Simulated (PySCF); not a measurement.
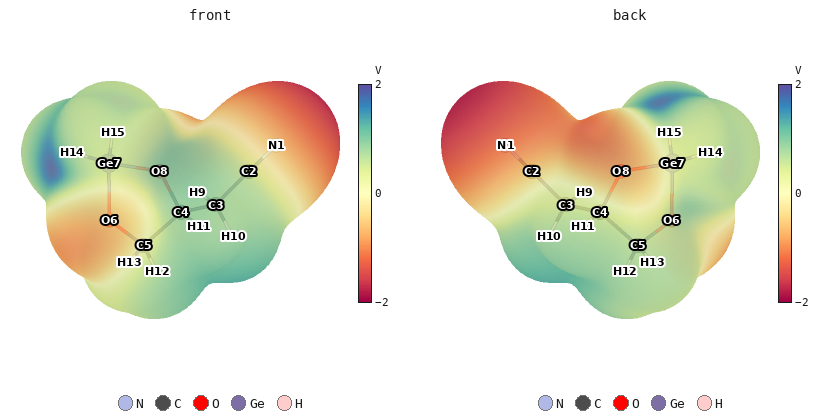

The picture shows: C4H7GeNO2. The molecular electrostatic potential painted on the density surface at 0.001 e/bohr³, seen from the front and from behind; the colour scale runs from red (negative) to blue (positive).

Geometry: GFN2-xTB.

Theory: PySCF, CAM-B3LYP/def2-SVPD, SCF density, gas phase.

```yaml
atoms:
  - { symbol: N, position_ang: [-3.1615, 0.2422, 1.3046] }
  - { symbol: C, position_ang: [-2.3423, 0.4210, 0.5287] }
  - { symbol: C, position_ang: [-1.3122, 0.6306, -0.4556] }
  - { symbol: C, position_ang: [-0.3745, -0.5856, -0.5305] }
  - { symbol: C, position_ang: [0.7771, -0.3130, -1.5190] }
  - { symbol: O, position_ang: [1.8048, 0.3692, -0.8334] }
  - { symbol: Ge, position_ang: [1.7576, -0.0249, 0.9033] }
  - { symbol: O, position_ang: [0.1971, -0.8528, 0.7268] }
  - { symbol: H, position_ang: [-0.7221, 1.5090, -0.1702] }
  - { symbol: H, position_ang: [-1.7799, 0.8022, -1.4286] }
  - { symbol: H, position_ang: [-0.9412, -1.4728, -0.8339] }
  - { symbol: H, position_ang: [0.4531, 0.3108, -2.3553] }
  - { symbol: H, position_ang: [1.1549, -1.2642, -1.9069] }
  - { symbol: H, position_ang: [2.7759, -1.0273, 1.3642] }
  - { symbol: H, position_ang: [1.7089, 1.2635, 1.6780] }
```

### Describe the electrostatic potential map.

The most negative region (about −1.8 V, or −42 kcal/mol for a unit charge) lies over N1, the most positive (about +1.7 V, or +39 kcal/mol for a unit charge) over Ge7. N1 is the likeliest acceptor of a hydrogen bond.

### How polar is the molecule by this calculation?

Its dipole moment is 4.09 D.
